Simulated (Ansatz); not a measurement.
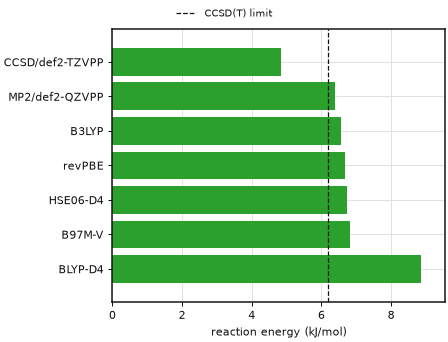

Electronic reaction energy of GeH₄S₂ (S[S][GeH3]) + BH₃S (BS) → BGeH₅S (B[S][GeH3]) + H₂S₂ (SS) (SMILES in brackets) at several levels (functionals in def2-TZVPP unless a basis is named), isolated molecules at PBE0-D4 triple-zeta geometries, minima by their frequencies, no zero-point or thermal terms, the Ansatz code 0.2.0. The line is frozen-core CCSD(T) at the basis limit (MP2 extrapolated from triple and quadruple zeta, plus CCSD(T) less MP2 in a smaller set). No dispersion term is added to B3LYP and revPBE. The distance of CCSD/def2-TZVPP and MP2/def2-QZVPP to the limit includes basis error.

**What range do the values span, the line included?**

From 4.8 kJ/mol (CCSD/def2-TZVPP) to 8.8 kJ/mol (BLYP-D4).

**Give the values.**

```tsv
level	kJ/mol	less CCSD(T) limit
CCSD/def2-TZVPP	4.8	−1.4
MP2/def2-QZVPP	6.4	0.2
B3LYP	6.6	0.4
revPBE	6.7	0.5
HSE06-D4	6.7	0.5
B97M-V	6.8	0.6
BLYP-D4	8.8	2.6
CCSD(T) limit	6.2	0.0
```

Note: no scalar relativity up to krypton; outer-core shells are correlated without core-valence functions, which makes the correlated values less sure.
